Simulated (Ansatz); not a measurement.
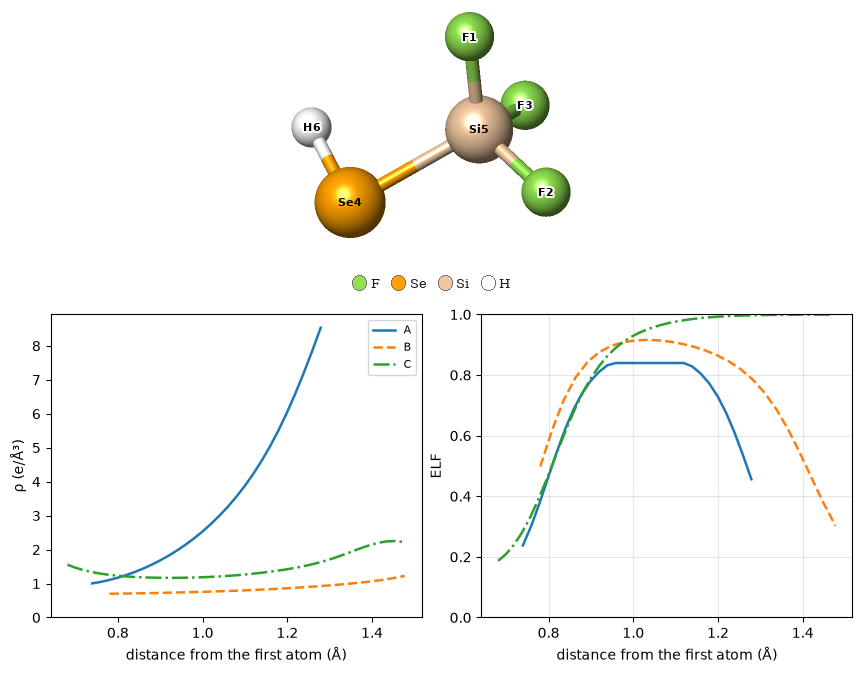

*F3HSeSi (SMILES F[Si](F)(F)[SeH]). Total electron density and ELF along straight lines between neighbouring atoms. The curves leave out the atomic cores. The structure is drawn too.*

Geometry: PBE0-D4/def2-SVP.

All numbers below come from Ansatz, isolated molecule in a Gaussian basis; Kohn-Sham density functional theory, functional PBE0.

Input file:

```
crystal:
  periodic: [false, false, false]
  atoms:
    - {symbol: F, position_ang: [0.169771, -0.362615, 1.702713]}
    - {symbol: F, position_ang: [-0.145681, -1.964746, -0.311822]}
    - {symbol: F, position_ang: [1.710892, -0.153596, -0.320194]}
    - {symbol: Se, position_ang: [-1.283641, 0.877049, -0.886701]}
    - {symbol: Si, position_ang: [0.199007, -0.460660, 0.105562]}
    - {symbol: H, position_ang: [-0.650348, 2.064558, -0.289548]}
basis:
  gaussian:
    orbitals: def2-TZVPD
magnetization:
  spin_polarized: false
hamiltonian:
  xc: pbe0
output:
  forces: true
  orbitals: {seedname: orbitals}
```

Run with:

```sh
ansatz run input.yaml --threads 2 --pin off --max-ram 5220MiB --events-out events.jsonl --progress --plain --runs-dir runs
```

Question: Which curve belongs to which contact (Se–H, Si–F and Si–Se)? The first atom named is at distance zero.

Answer: Curve A: Si–F (1.60 Å): ρ at the midpoint is about 1.2 e/Å³; the ELF peaks at about 0.85 in the valence shell of F, 0.6 Å from its nucleus, and is about 0.45 at the midpoint. Curve B: Si–Se (2.23 Å): ρ is about 0.81 e/Å³ halfway; the ELF peaks at about 0.90 between the atoms: localised, covalent bonding. Curve C: Se–H (1.47 Å): ρ at the midpoint is about 1.3 e/Å³; the ELF climbs to about 1 towards the hydrogen, as it does in any bond to H.
